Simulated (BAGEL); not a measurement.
# C2H7AlO (SMILES C[CH2][AlH][OH]): a chain of runs

Wanted: a single-point energy (HF/def2-SV(P)), then a single-point energy (NEVPT2(2,2)/def2-SV(P)), then a single-point energy (CASPT2(2,2)/def2-SV(P)) of C2H7AlO. 

Program for the calculation: BAGEL 1.2.2.

1 further run of the same task is left out (set aside as unsound or not needed).

## Step 1: The molecule

C2H7AlO has 11 atoms, charge 0, and is taken as a singlet. As SMILES, `C[CH2][AlH][OH]`. The coordinates come from a PBE0-D4/def2-TZVP relaxation. This is one conformer, not always the lowest.

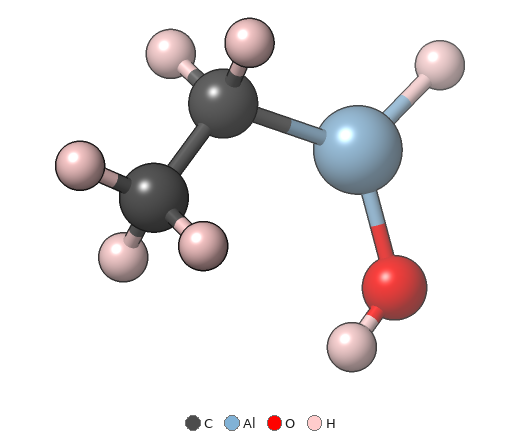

Viewed from a chosen angle; carbon dark grey, aluminium light blue, oxygen red, hydrogen pink.

## Step 2: The energy at HF/def2-SV(P) (density fitting with svp-jkfit) (run 1)

Contents of hf.json:

```json
{ "bagel": [

{
  "title": "molecule",
  "basis": "def2-sv_p_.json",
  "df_basis": "svp-jkfit",
  "angstrom": false,
  "geometry": [
    { "atom": "C", "xyz": [    -2.10060633,     1.56735775,     0.20107064 ] },
    { "atom": "C", "xyz": [     0.33241605,     0.73323263,     1.51556413 ] },
    { "atom": "Al", "xyz": [     2.37067465,    -1.79125250,    -0.26040048 ] },
    { "atom": "O", "xyz": [     1.44111837,    -2.97970126,    -3.09782426 ] },
    { "atom": "H", "xyz": [    -3.38448626,    -0.02246884,    -0.11092314 ] },
    { "atom": "H", "xyz": [    -3.14184543,     2.97633754,     1.29937946 ] },
    { "atom": "H", "xyz": [    -1.72077138,     2.40620717,    -1.64953815 ] },
    { "atom": "H", "xyz": [    -0.09315027,    -0.01887836,     3.40283361 ] },
    { "atom": "H", "xyz": [     1.54730775,     2.37500779,     1.88575770 ] },
    { "atom": "H", "xyz": [     4.95544204,    -2.87746707,     0.77932683 ] },
    { "atom": "H", "xyz": [    -0.08275678,    -2.47571130,    -3.92646916 ] }
  ]
},

{ "title": "hf" },

{ "title": "print", "file": "orbitals.molden", "orbitals": true }

]}
```

The basis set def2-SV(P) is read from a file made from the Basis Set Exchange's data (not shown).

Run with:

```console
$ BAGEL_NUM_THREADS=1 BAGEL hf.json > hf.out
```

Log:

```text
* using 1 threads per process

  ===============================================================
  ===============================================================

  *** Geometry ***

  { "atom" : "C", "xyz" : [     -2.100606,      1.567358,      0.201071 ] },
  { "atom" : "C", "xyz" : [      0.332416,      0.733233,      1.515564 ] },
  { "atom" : "Al", "xyz" : [      2.370675,     -1.791252,     -0.260400 ] },
[... 7 lines of this table left out ...]
  { "atom" : "H", "xyz" : [     -0.082757,     -2.475711,     -3.926469 ] },

  Number of auxiliary basis functions:      481

  Since a DF basis is specified, we compute 2- and 3-index integrals:
    o Being stored without compression. Storage requirement is 0.021 GB

  Number of basis functions:       74
  Number of electrons      :       40

    * METHOD: MOLECULE                             0.23

  *** RHF ***

  === Nuclear Repulsion ===
   154.6978603195

      * DIIS with orbital gradients will be used.

  === RHF iteration (def2-sv_p_.json) ===
      0       -396.14859822          0.02371430           0.06
      1       -396.32959439          0.01496876           0.06
      2       -396.41957177          0.00184995           0.06
[... 9 lines of this table left out ...]
     12       -396.42163982          0.00000001           0.07
    * SCF iteration converged.

    * Permanent dipole moment:
           (    0.594422,    -0.504390,    -0.159597) a.u.

    * METHOD: HF                                   0.98

    * METHOD: PRINT                                0.01

  ===============================================================
```

It took 1.4 s on 1 thread of Arm Neoverse V1, shared host; peak memory 0.15 GiB.

## Step 3: The energy at NEVPT2(2,2)/def2-SV(P) (density fitting with svp-jkfit) (run 2)

Contents of input.json:

```json
{ "bagel" : [

{
  "title" : "molecule",
  "basis" : "def2-sv_p_.json",
  "df_basis" : "svp-jkfit",
  "geometry" : [
    { "atom" : "C", "xyz" : [ -2.10060633,  1.56735775,  0.20107064 ] },
    { "atom" : "C", "xyz" : [  0.33241605,  0.73323263,  1.51556413 ] },
    { "atom" : "Al", "xyz" : [  2.37067465, -1.79125250, -0.26040048 ] },
    { "atom" : "O", "xyz" : [  1.44111837, -2.97970126, -3.09782426 ] },
    { "atom" : "H", "xyz" : [ -3.38448626, -0.02246884, -0.11092314 ] },
    { "atom" : "H", "xyz" : [ -3.14184543,  2.97633754,  1.29937946 ] },
    { "atom" : "H", "xyz" : [ -1.72077138,  2.40620717, -1.64953815 ] },
    { "atom" : "H", "xyz" : [ -0.09315027, -0.01887836,  3.40283361 ] },
    { "atom" : "H", "xyz" : [  1.54730775,  2.37500779,  1.88575770 ] },
    { "atom" : "H", "xyz" : [  4.95544204, -2.87746707,  0.77932683 ] },
    { "atom" : "H", "xyz" : [ -0.08275678, -2.47571130, -3.92646916 ] }
  ]
},
{
  "title" : "hf",
  "charge" : 0
},
{
  "title" : "nevpt2",
  "nstate" : 1,
  "nact" : 2,
  "nclosed" : 19,
  "charge" : 0,
  "active" : [11, 26],
  "maxiter" : 200,
  "natocc" : "true",
  "ncore" : 8
},
{
  "title" : "print",
  "file" : "orbitals.molden",
  "orbitals" : "true"
}

]}
```

The basis set def2-SV(P) is read from a file made from the Basis Set Exchange's data (not shown).

Run with:

```console
$ BAGEL_NUM_THREADS=1 BAGEL input.json > input.out
```

Log:

```text
* using 1 threads per process

  ===============================================================
  ===============================================================

  *** Geometry ***

  { "atom" : "C", "xyz" : [     -2.100606,      1.567358,      0.201071 ] },
  { "atom" : "C", "xyz" : [      0.332416,      0.733233,      1.515564 ] },
  { "atom" : "Al", "xyz" : [      2.370675,     -1.791252,     -0.260400 ] },
[... 7 lines of this table left out ...]
  { "atom" : "H", "xyz" : [     -0.082757,     -2.475711,     -3.926469 ] },

[... 23 lines left out ...]
    * SCF iteration converged.
[... 1 line left out ...]
    * Permanent dipole moment:
[... 28 lines left out ...]
    * Second-order optimization converged. *
[... 9 lines left out ...]
     * ci vector, state   0, <S^2> = 0.0000
       2.     0.9955404645
       .2    -0.0943354837

  === DF-NEVPT2 calculation ===

    * 3-index integral transformation done
    * assembly done

      NEVPT2 correlation energy:   -0.4779416159      0.14

          (+0)     -0.4296034493
          (+0)'    -0.0156067159
          (+1)     -0.0036752927
          (+1)'    -0.0000000000
          (+2)     -0.0001925442
          (-1)     -0.0236151318
          (-1)'     0.0000000000
          (-2)     -0.0052484820

      NEVPT2 total energy:       -396.9153642367

    * METHOD: NEVPT2                               4.96

    * METHOD: PRINT                                0.01

  ===============================================================
```

Run time: 6.6 s. Hardware: 1 thread of Arm Neoverse V1, shared host; peak memory 0.15 GiB.

## Step 4: A single-point energy at CASPT2(2,2)/def2-SV(P) (density fitting with svp-jkfit) (run 3)

Edit input.json of step 3 so:

```diff
@@ -6,2 +6,3 @@
   "df_basis" : "svp-jkfit",
+  "angstrom" : false,
   "geometry" : [
@@ -21,7 +22,6 @@
 {
-  "title" : "hf",
-  "charge" : 0
+  "title" : "hf"
 },
 {
-  "title" : "nevpt2",
+  "title" : "casscf",
   "nstate" : 1,
@@ -29,7 +29,6 @@
   "nclosed" : 19,
-  "charge" : 0,
+  "nspin" : 0,
   "active" : [11, 26],
   "maxiter" : 200,
-  "natocc" : "true",
-  "ncore" : 8
+  "natocc" : true
 },
@@ -38,3 +37,13 @@
   "file" : "orbitals.molden",
-  "orbitals" : "true"
+  "orbitals" : true
+},
+{
+  "title" : "smith",
+  "method" : "caspt2",
+  "ms" : true,
+  "xms" : true,
+  "sssr" : true,
+  "shift" : 0.2,
+  "shift_imag" : true,
+  "ncore" : 8
 }
```

The basis set def2-SV(P) is read from a file made from the Basis Set Exchange's data (not shown).

Run with:

```console
$ BAGEL_NUM_THREADS=1 BAGEL input.json > input.out
```

Log:

```text
* using 1 threads per process

  ===============================================================
  ===============================================================

  *** Geometry ***

  { "atom" : "C", "xyz" : [     -2.100606,      1.567358,      0.201071 ] },
  { "atom" : "C", "xyz" : [      0.332416,      0.733233,      1.515564 ] },
  { "atom" : "Al", "xyz" : [      2.370675,     -1.791252,     -0.260400 ] },
[... 7 lines of this table left out ...]
  { "atom" : "H", "xyz" : [     -0.082757,     -2.475711,     -3.926469 ] },

[... 25 lines left out ...]
    * Permanent dipole moment:
[... 37 lines left out ...]
     * ci vector, state   0, <S^2> = 0.0000
[... 21 lines left out ...]
       #      aibj      arbs      arbi      airj      risj      airs      arst      rist         Etot      error   time
[... 9 lines left out ...]
      ------------------------------------------------------------------------------------------------------------------

    * CASPT2 energy : state  0     -396.9182136237
        w/o shift correction       -396.9158508272
        reference weight              0.8651002782

    * METHOD: SMITH                                0.69

  ===============================================================
```

It took 8.7 s on 1 thread of Arm Neoverse V1, shared host; peak memory 0.15 GiB.

## Step 5: Results

```
                                   quantity          value
         run 1, HF/def2-SV(P): total energy  -396.42164 Eh
        run 1, HF/def2-SV(P): dipole moment         2.02 D
          run 1, HF/def2-SV(P): HOMO energy      -10.68 eV
          run 1, HF/def2-SV(P): LUMO energy        2.48 eV
        run 1, HF/def2-SV(P): HOMO–LUMO gap       13.16 eV
run 2, NEVPT2(2,2)/def2-SV(P): total energy  -396.91536 Eh
run 3, CASPT2(2,2)/def2-SV(P): total energy  -396.91821 Eh
```
